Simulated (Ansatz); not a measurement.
## Fields on a plane of TaN (rock salt)

```xyz
2
Lattice="0.0000 2.1982 2.1982 2.1982 0.0000 2.1982 2.1982 2.1982 0.0000" Properties=species:S:1:pos:R:3 pbc="T T T"
N      0.0000     0.0000     0.0000
Ta     2.1982     2.1982     2.1982
```

The slice is a {110} plane (indices of the conventional cell) through the point (0.500, 0.500, 0.500) (fractional), spanned by u = [100] and v = [1 -1 -1] in vectors of this cell: u (3.11 Å) and v (4.40 Å, at 90° to u). It covers one period; positions are fractions (u, v).

Atoms on it: N at (0.00, 0.50); Ta at (0.00, 0.00).

Level of theory: r2SCAN (plane waves to 500 eV, PAW, scalar-relativistic; Ansatz, a program for electronic structure). k mesh 18×18×18. Near the nuclei the fields are pseudised (PAW); where an atom keeps semicore shells as valence, they peak there. Spin-orbit coupling is left out, though Ta is heavy. TaN is run without spin polarisation. TaN was relaxed with its symmetry unable to fall. This is a high-temperature form of TaN.

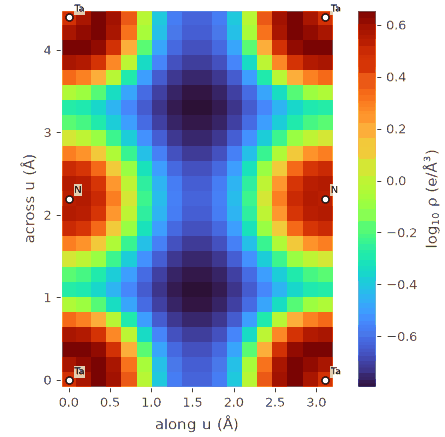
Fig. 1. Log₁₀ of the valence density in e/Å³, one period of the plane, atoms marked. The scale is logarithmic, as a density can span decades between atoms and voids.

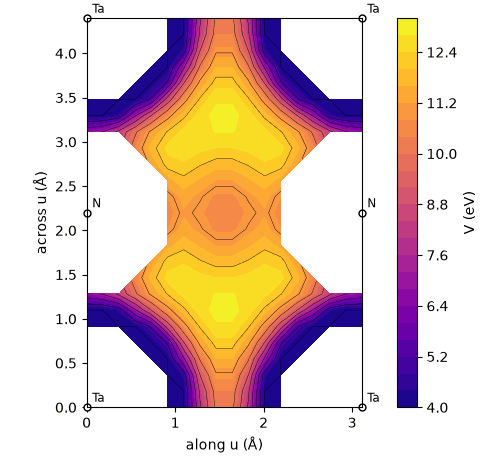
*Electrostatic potential energy of an electron, from the cell's mean, in eV, one period of the plane, atoms marked. Points within 0.9 Å of a nucleus are left white, as the pseudised field means little there. Values under 4 eV are set to 4. The zero, the cell's mean, hangs on the PAW cores.*

| Property | Result |
|---|---|
| Density on the N–Ta line (2.20 Å) at its density minimum, 1.0 Å from N | 0.53 e/Å³ |
| ELF at that point | 0.2 |
